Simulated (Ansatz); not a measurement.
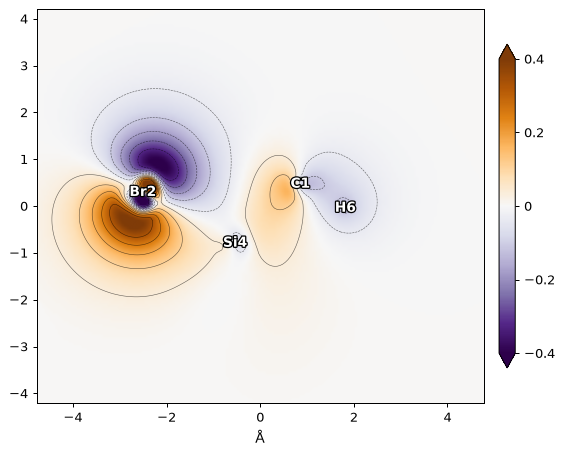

Figure 1: CH3BrClSi (SMILES C[Si](Cl)Br) (doublet). The HOMO−1 (α) on the plane of atoms C1, Si4 and Br2 (values in Å⁻³ᐟ²; the overall sign is arbitrary).

Geometry: PBE0-D3(BJ)/pcseg-1.

All numbers below come from isolated molecule in a Gaussian basis; Kohn-Sham density functional theory, functional PBE0 in Ansatz 0.2.0.

Input

```
crystal:
  periodic: [false, false, false]
  atoms:
    - symbol: C
      position_ang: [0.012615, 1.160137, -0.739213]
    - symbol: Br
      position_ang: [1.081659, -1.726371, -2.081078]
    - symbol: Cl
      position_ang: [-1.606661, -1.449265, 0.178301]
    - symbol: Si
      position_ang: [0.243960, -0.644324, -0.305120]
    - symbol: H
      position_ang: [-0.677330, 1.251444, -1.588130]
    - symbol: H
      position_ang: [-0.404734, 1.700560, 0.118453]
    - symbol: H
      position_ang: [0.975446, 1.606332, -1.012585]
basis:
  gaussian: {orbitals: def2-TZVPD}
magnetization: {spin_polarized: true, initial_magnetization: 1}
hamiltonian: {xc: {name: PBE0}}
output: {forces: true, orbitals: {seedname: orbitals}}
```

Launched as:

```sh
ansatz run input.yaml --threads 2 --pin off --max-ram 4350MiB --events-out events.jsonl --progress --plain --runs-dir runs
```

Where does this orbital lie, and at what energy?

Answer. It lies mainly on Br2 (about 80 %) and Cl3 (about 10 %); largely a lone pair of Br2. Its energy is −8.69 eV.
